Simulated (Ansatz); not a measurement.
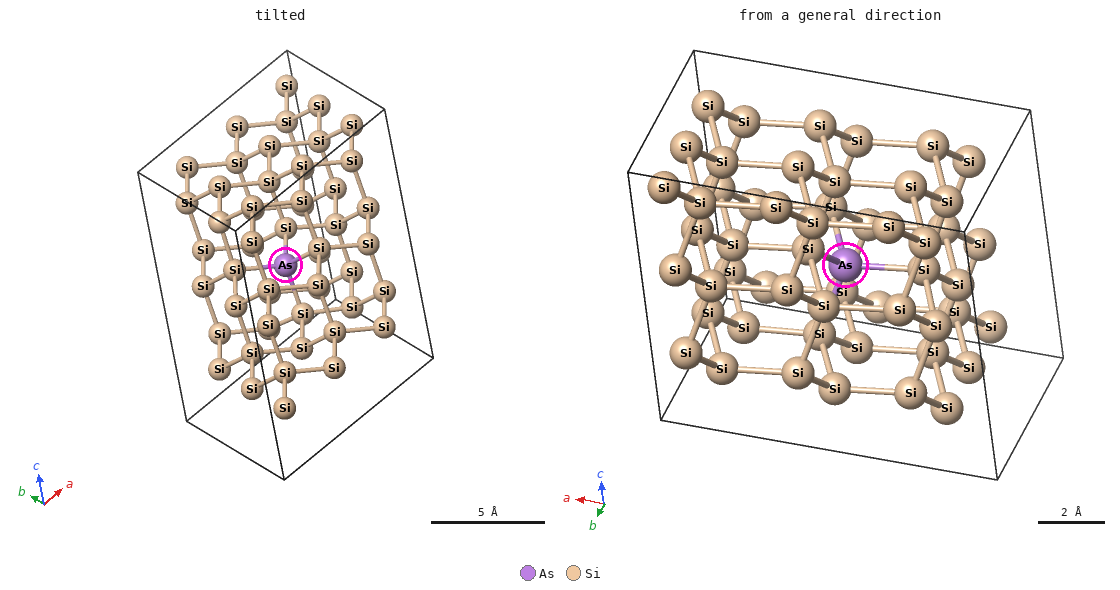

Crystal structure, ball-and-stick style, seen slightly off an axis and from a general direction. One supercell is framed, with atoms on its boundary repeated. The host is Si, in a cell of 54 sites, and the cell carries a charge of +1. A ring marks the defect's site.

Q: What kind of defect was put in?

A: Arsenic on a silicon site (a substitutional impurity). It is bonded to four Si in a tetrahedral arrangement at about 2.4 Å.

The atoms were relaxed in the host's cell with Ansatz, DFT PBE, scalar-relativistic, plane waves, PAW.
